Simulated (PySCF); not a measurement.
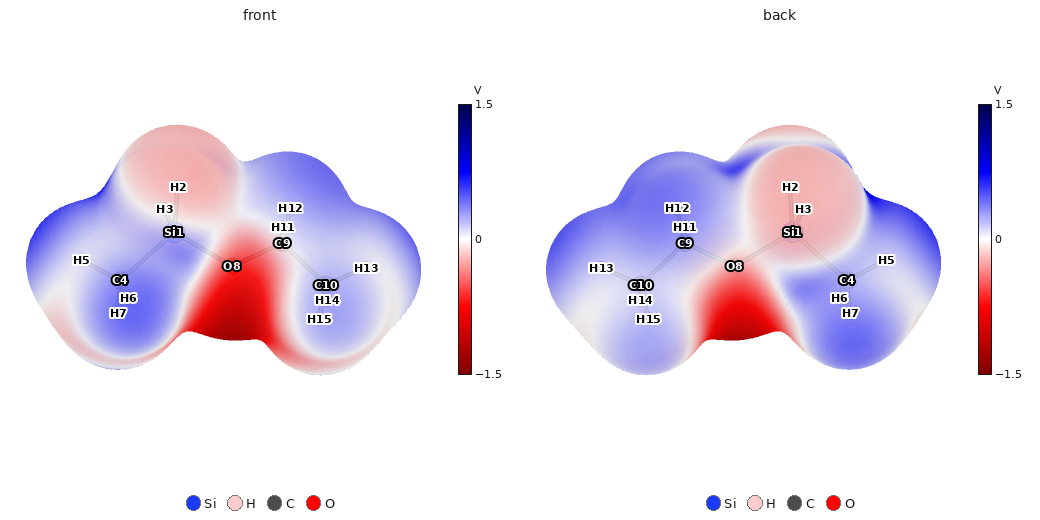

*C3H10OSi (SiH2Me(OEt)). The electrostatic potential painted on the density surface at 0.001 e/bohr³, seen from the front and from behind; red is negative and blue positive.*

Geometry: PBE0-D3(BJ)/def2-SVP.

Level of theory: PySCF, PBE0/pcSseg-1, SCF density, gas phase, non-relativistic.

```yaml
atoms:
  - { symbol: Si, position_ang: [0.5757, 1.2698, 0.3830] }
  - { symbol: H, position_ang: [0.5706, 1.3502, 1.8808] }
  - { symbol: H, position_ang: [2.0041, 1.3258, -0.0712] }
  - { symbol: C, position_ang: [-0.4174, 2.6556, -0.3670] }
  - { symbol: H, position_ang: [-0.0144, 3.6323, -0.0566] }
  - { symbol: H, position_ang: [-1.4683, 2.5982, -0.0452] }
  - { symbol: H, position_ang: [-0.3903, 2.6035, -1.4659] }
  - { symbol: O, position_ang: [-0.1193, -0.1651, -0.1068] }
  - { symbol: C, position_ang: [0.3507, -1.4342, 0.2740] }
  - { symbol: C, position_ang: [-0.5488, -2.5000, -0.3069] }
  - { symbol: H, position_ang: [1.3902, -1.5826, -0.0803] }
  - { symbol: H, position_ang: [0.3773, -1.5223, 1.3784] }
  - { symbol: H, position_ang: [-0.1988, -3.5045, -0.0247] }
  - { symbol: H, position_ang: [-1.5791, -2.3723, 0.0572] }
  - { symbol: H, position_ang: [-0.5650, -2.4303, -1.4048] }
```

**Describe the electrostatic potential map.**

The most negative region (about −1.2 V, or −28 kcal/mol for a unit charge) lies over O8, the most positive (about +0.8 V, or +18 kcal/mol for a unit charge) over Si1. O8 is the likeliest acceptor of a hydrogen bond.
